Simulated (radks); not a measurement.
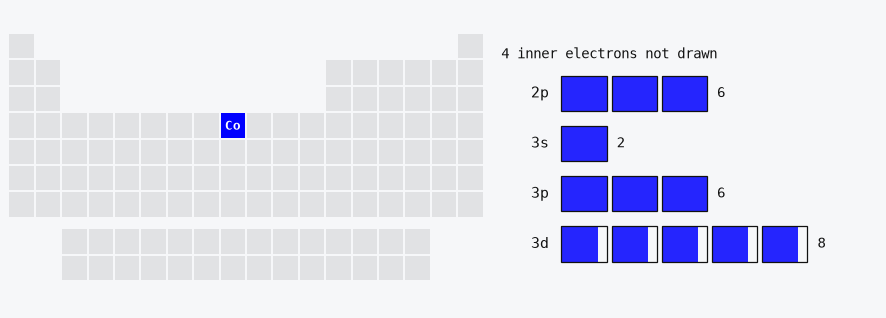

Figure 1. Left, the place of cobalt in the periodic table; right, the outer shells as the input fills them: a box for each of the 2l + 1 orbitals, shaded by the share of the shell that is filled, with the electron count at the right.

# Co⁺: atomic calculation

System: Co⁺ (Z = 27, 26 electrons) in the configuration [Ar] 3d8 (high spin).
Method: non-relativistic Kohn-Sham, BP86, spin-polarised, spherical densities, point nucleus (the in-house radial solver radks).

Results in brief:

- outcome: converged
- total energy: −1382.6567 hartree
- kinetic energy: 1381.5931 hartree
- electron–nucleus energy: −3291.3708 hartree
- Hartree energy: 586.514844 hartree
- exchange–correlation energy: −59.393838 hartree
- radius at density 0.001 e/bohr³: 3.41 bohr
- SCF iterations: 16
- hardware: 1 CPU thread, shared host

Input:
```
Z 27
configuration [Ar] 3d8
relativity non-relativistic
functional b88,p86
spin polarised
nucleus point
```

Energies in input and log are in hartree, lengths in bohr.

Output:
```
1s      1   1.0000        -276.40717951
2s      1   1.0000         -32.55584268
2p      1   3.0000         -28.27582225
3s      1   1.0000          -3.81617970
3p      1   3.0000          -2.54322566
3d      1   5.0000          -0.48538628
1s      2   1.0000        -276.40730585
2s      2   1.0000         -32.52049010
2p      2   3.0000         -28.24951518
3s      2   1.0000          -3.74253588
3p      2   3.0000          -2.47086236
3d      2   3.0000          -0.42141366
Etot -1382.6567189027298
Ekin 1381.5930862258829
Encl -3291.3708108424817
Eh 586.5148441380388
Exc -59.39383842416983
err 1.6357264721575618e-09
it 16
```

Orbitals:

| orbital | occupation | energy (eV) | ⟨r⟩ (bohr) | outer maximum (bohr) |
| --- | --- | --- | --- | --- |
| 1s down | 1 | −7521.4 | 0.05690 | 0.0375 |
| 1s up | 1 | −7521.4 | 0.05690 | 0.0375 |
| 2s up | 1 | −885.890 | 0.2588 | 0.216 |
| 2s down | 1 | −884.928 | 0.2586 | 0.216 |
| 2p up | 3 | −769.424 | 0.2263 | 0.173 |
| 2p down | 3 | −768.708 | 0.2261 | 0.173 |
| 3s up | 1 | −103.844 | 0.7869 | 0.677 |
| 3s down | 1 | −101.840 | 0.7882 | 0.678 |
| 3p up | 3 | −69.205 | 0.8269 | 0.683 |
| 3p down | 3 | −67.236 | 0.8294 | 0.684 |
| 3d up | 5 | −13.208 | 1.113 | 0.674 |
| 3d down | 3 | −11.467 | 1.157 | 0.679 |

Slater integrals of the outer shells (hartree):

```
 integral   value
F0(3d,3d)  0.8508
F2(3d,3d)  0.3785
F4(3d,3d)  0.2328
F0(3d,3p)  0.9555
F2(3d,3p)  0.4388
G1(3d,3p)  0.5434
G3(3d,3p)  0.3261
F0(3d,3s)  0.9746
G2(3d,3s)  0.4078
F0(3p,3p)  1.0945
F2(3p,3p)  0.5455
F0(3p,3s)  1.1189
G1(3p,3s)  0.7399
F0(3s,3s)  1.1455
```

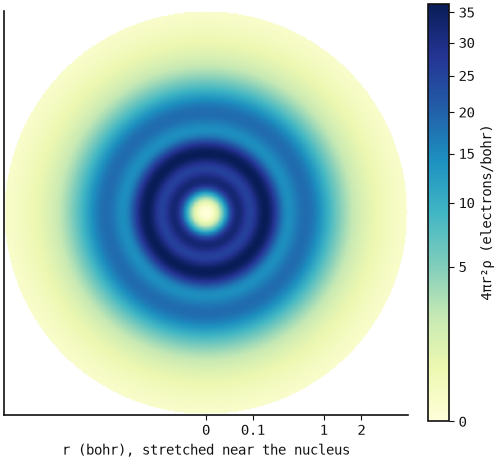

Figure 2. The radial density 4πr²ρ as a disc about the nucleus, with the radius drawn as r to the power 0.4. There are 3 maxima, at r = 0.0398, 0.181 and 0.666 bohr, parted by minima at 0.0865 and 0.422 bohr, inside which lie 2.1 and 10.8 electrons.

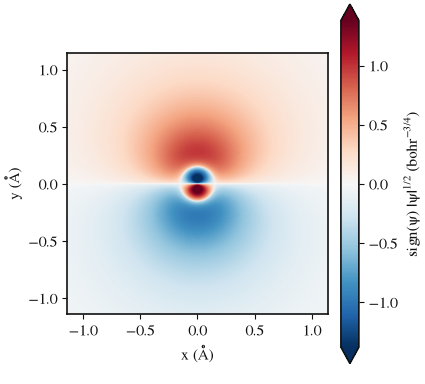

Figure 3. The 3p(y) orbital of up spin. In the xy plane through the nucleus, the colour gives the signed square root of ψ. (1 bohr = 0.529 Å.) The radial function comes from the spherical calculation and is multiplied by a real spherical harmonic; the overall sign is chosen so that the largest lobe of P(r) is positive. It has the nodal plane xz and 1 radial node, at r = 0.286 bohr. The outermost maximum of P² lies at 0.683 bohr, ⟨r⟩ = 0.827 bohr, 90 % of the charge lies within 1.28 bohr, and the eigenvalue is −69.2 eV, with 3 electrons in the shell for this spin.

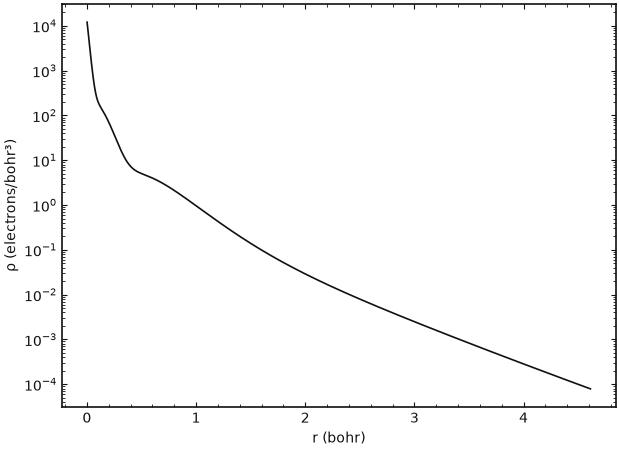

Figure 4. The electron density ρ(r) on a logarithmic scale. The density falls from 12000 electrons/bohr³ at the inner end (r = 0.0019 bohr) to 0.001 at r = 3.41 bohr, a common measure of the size of an atom or ion. The highest occupied orbital, 3d down (⟨r⟩ = 1.16 bohr, −11.5 eV), is also the most diffuse and sets the fall-off far out: over the last part drawn ln ρ falls by 2.1 per bohr, against 2√(−2ε) = 1.8 for the pure exponential. At the nucleus d ln ρ/dr is −54 per bohr, near the cusp value −2Z = −54. The steps in the slope mark the shells; the radial density has its minima at 0.087 and 0.42 bohr.
